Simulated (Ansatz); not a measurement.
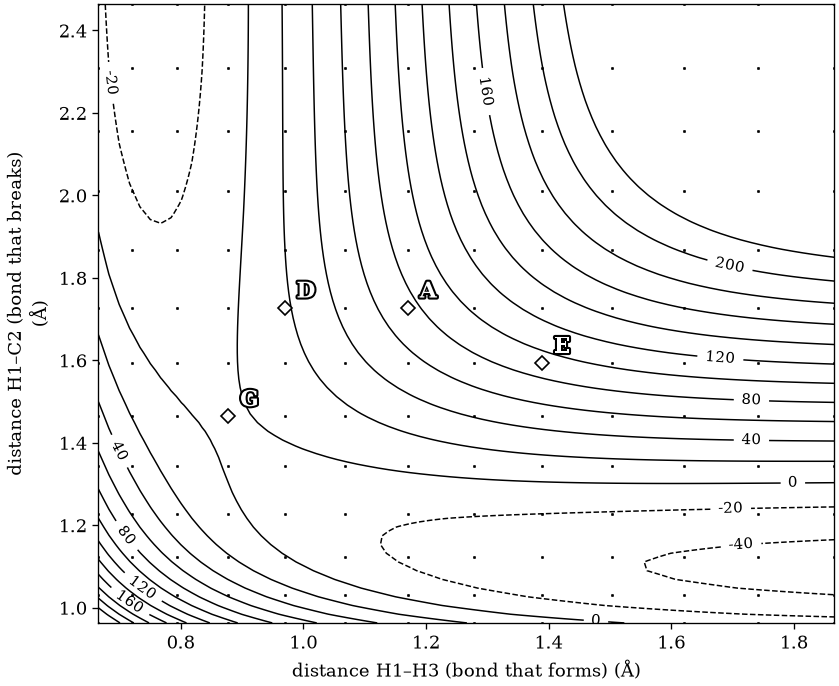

The reacting system CH5 (fragments CH₄ + H where the first distance is long, H₂ + CH₃ where the second is long), spin multiplicity 2. 
- The first coordinate is: distance H1–H3 (bond that forms); the second: distance H1–C2 (bond that breaks).
- Relaxed at each point: all other coordinates.
- The grid has 13 × 13 points.
- Points are written as (first, second).
- Energies are in kJ/mol, from a guessed transition structure relaxed with its forming and breaking bonds held.
- Theory: UKS PBE0-D4/def2-TZVP (Ansatz 0.2.0).

Drawn: contour lines labelled in kJ/mol (none above 220), dots at the grid points, lettered points. Between grid points the surface is interpolated.

Is E the lowest point of the computed grid?

No. E lies 137 kJ/mol above the lowest grid point, which is at (1.866 Å, 1.123 Å).

Rank the lettered points by energy, lowest first.

G (−1.5 kJ/mol), D (17 kJ/mol), A (74 kJ/mol), E (91 kJ/mol).
